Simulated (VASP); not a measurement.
Band structure of Au (fcc). Level of theory: r2SCAN meta-GGA with spin-orbit coupling, VASP's PBE PAW potentials (set 64) (plane waves; VASP).

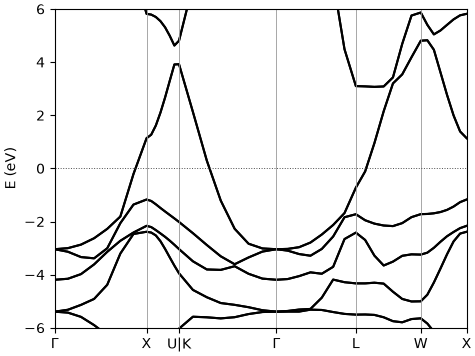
Figure. Bands along high-symmetry lines, zero at the valence-band maximum or, without a gap, the Fermi level

### Question
Read the plot: is there a gap, and where are the band edges?

### Answer
It has no gap at this level: it comes out as a metal or semimetal.

The compound is Au in the fcc structure. It was relaxed first.
